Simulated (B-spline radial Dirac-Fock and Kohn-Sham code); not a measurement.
Lutetium (Z = 71). Computed with a B-spline radial code: a Dirac–Hartree–Slater potential of the neutral atom, no hole, surface-current nucleus.

A figure with this caption is to be made: «Total internal conversion coefficients against transition energy, at the marked points and joined by straight lines (also across edges). The total sums all shells and leaves out internal pair formation.» What will it show?

E1 goes from 6.35 at 18.8 keV to 4.76 × 10⁻⁴ at 2000 keV; M1 goes from 85.1 at 18.8 keV to 0.00145 at 2000 keV; E2 goes from 8480 at 18.8 keV to 0.00104 at 2000 keV; M2 goes from 18000 at 18.8 keV to 0.00331 at 2000 keV.

The result:

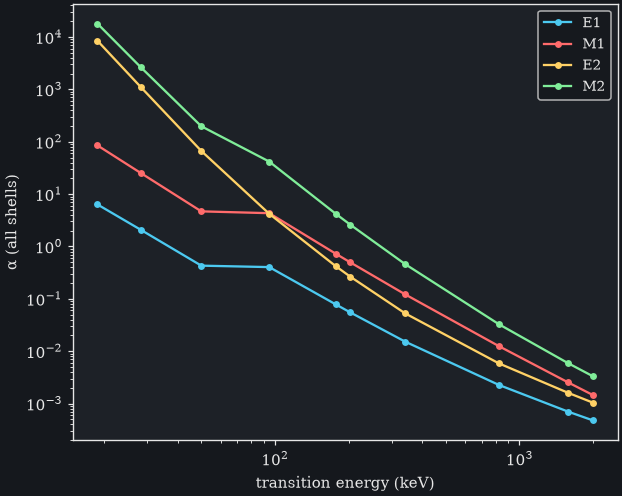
